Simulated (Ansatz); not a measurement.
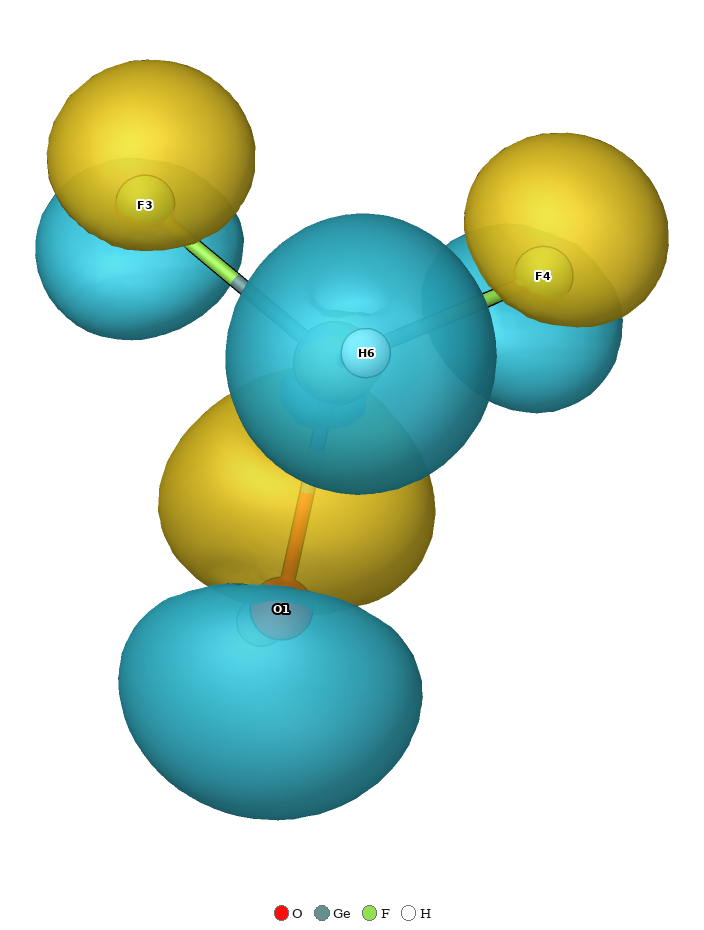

The picture shows: F₂GeH₂O (SMILES [OH][GeH]([F])[F]). The HOMO−1 at ±0.1 Å⁻³ᐟ² (yellow and cyan are the two phases), seen at an oblique angle.

Geometry: PBE0-D4/def2-TZVP.

All numbers below come from RKS PBE0-D4/def2-TZVPP (Ansatz 0.2.0).

```xyz
6

O     0.0864    1.0490   -0.9099
Ge    0.0759   -0.1023    0.3968
F     1.0428   -1.4591   -0.0315
F    -1.5023   -0.7681    0.5564
H    -0.2077    0.6880   -1.7510
H     0.5468    0.5284    1.6929
```

### What is the character of this orbital?

By Hirshfeld shares it lies mainly on O1 (about 45 %), F3 (about 15 %), F4 (about 15 %), Ge2 (about 15 %) and H6 (about 10 %); largely a combination of lone pairs on O1, F3 and F4. Its energy is −10.73 eV.
